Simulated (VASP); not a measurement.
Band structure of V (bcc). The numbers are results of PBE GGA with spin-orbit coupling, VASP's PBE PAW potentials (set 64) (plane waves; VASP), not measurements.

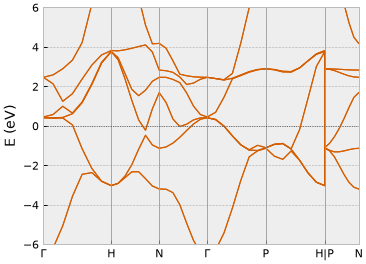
Bands along high-symmetry lines, zero at the valence-band maximum or, without a gap, the Fermi level

Task: Read the plot: is there a gap, and where are the band edges?

Result: It has no gap at this level: it comes out as a metal or semimetal.

The compound is V in the bcc structure. It was relaxed first.
